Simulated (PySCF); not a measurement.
SMILES [SiH3]C[SiH2][SiH3], singlet at its GFN2-xTB optimised geometry (Å):

```
14

Si     1.8372    -0.5104     0.0000
C     -0.0603    -0.5104     0.0000
Si    -0.8833     1.2093     0.0000
Si    -0.3488     2.4101    -1.8969
H      2.3358    -1.8897     0.0102
H      2.3328     0.1818     1.1915
H      2.3246     0.1718    -1.2022
H     -0.4104    -1.0691     0.8688
H     -0.4101    -1.0656    -0.8720
H     -2.3358     0.9939     0.1377
H     -0.4788     1.8897     1.2409
H     -1.4144     3.3402    -2.2842
H      0.8598     3.2238    -1.7359
H     -0.1144     1.5580    -3.0683
```

Computed with PySCF with B3LYP/def2-TZVP. Cells within 0.4 Å of a nucleus heavier than hydrogen are left out (blank, or x).

Map of the HOMO amplitude (bohr^(-3/2)) on the plane z = 0.0 Å; orbital energy -8.20 eV, overall sign arbitrary:

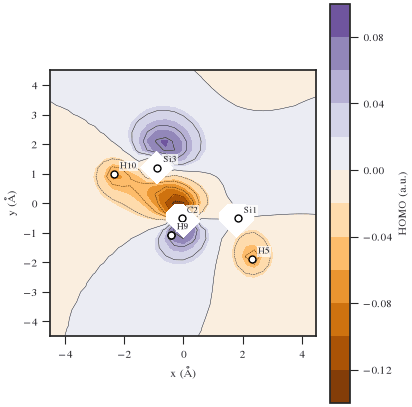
*HOMO amplitude (bohr^(-3/2)) on the plane z = 0.0 Å.*
